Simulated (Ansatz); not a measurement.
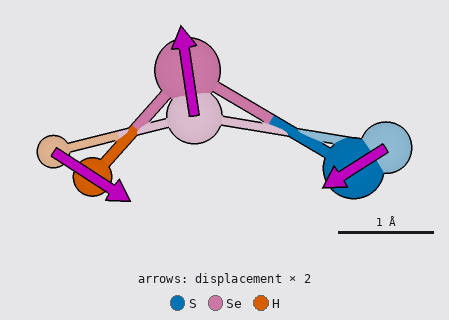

A relaxation of HSeS (charge +1). The starting structure is drawn faded, the final one solid; purple arrows show the displacements, magnified 2 times. The two geometries are superimposed by the best rigid fit.

A ball-and-stick model, seen face on.

The run prepares an end point of a later path (hydrogen shift) calculation, from a guessed geometry.

Computed with RKS B3LYP-D4/def2-SVP in Ansatz 0.2.0. Set-up: no spin polarisation; force threshold 0.02 eV/Å; at most 50 steps.

Question: Describe the change and its energy.

Answer: The largest moves after the best rigid fit, 0.49 Å, are those of Se and H atoms. Largest moves by element: H 0.49 Å, Se 0.49 Å, S 0.40 Å. Near-neighbour distances that change, for instance: H–Se 1.530 → 1.506 Å, S–Se 2.045 → 2.035 Å. Bond angles that change, for instance: S–Se–H 156.4° → 100.9°. The energy falls by 2.127 eV in 6 geometry steps. The largest force component goes from 4.1 to 0.0022 eV/Å. Cost: 3.5 s on 1 thread of AMD EPYC 9R45 96-Core Processor (Zen 5), with other jobs on the host, peak memory 0.12 GiB.
